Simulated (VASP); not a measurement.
Band structure of MnO2 (rutile). These are r2SCAN+rVV10, VASP's PBE PAW potentials (set 64) (plane waves; VASP) values and carry that method's errors.

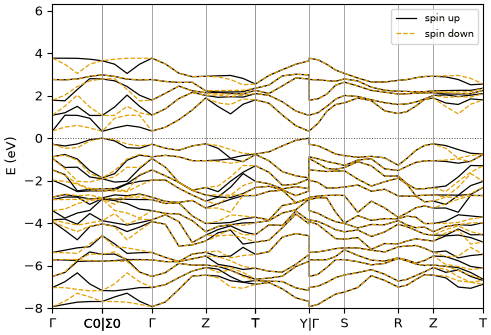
Figure: Bands along high-symmetry lines, zero at the valence-band maximum or, without a gap, the Fermi level

Read the plot: is there a gap, and where are the band edges?

The gap is direct, 0.32 eV, from the valence maximum at Y to the conduction minimum at Y.

The compound is MnO2 in the rutile structure. It was relaxed first.
